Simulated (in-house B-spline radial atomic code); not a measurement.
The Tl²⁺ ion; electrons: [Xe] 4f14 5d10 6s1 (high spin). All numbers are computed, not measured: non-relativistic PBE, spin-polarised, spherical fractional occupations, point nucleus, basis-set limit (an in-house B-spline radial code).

```
Z = 81
electrons = 79.0
configuration = [Xe] 4f14 5d10 6s1
hamiltonian = nr
method = pbe,pbe
spin_polarised = True
```

Launched within a batch that task.json describes:
```bash
python run_scf.py task.json out
```

Wanted: the number of electrons inside radius r (solid) and the radial density 4πr²ρ (dashed).

The count levels off at 79 electrons. Half of them lie within 0.369 bohr, 90 % within 1.26 bohr and 99 % within 2.51 bohr. The radial density has minima at 0.024, 0.099 and 0.26 bohr, where the count stands at 1.9, 11.5 and 30.4; these part the shells that the density resolves.

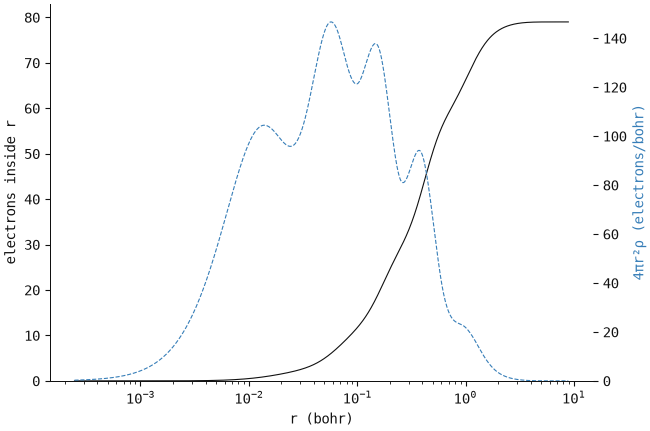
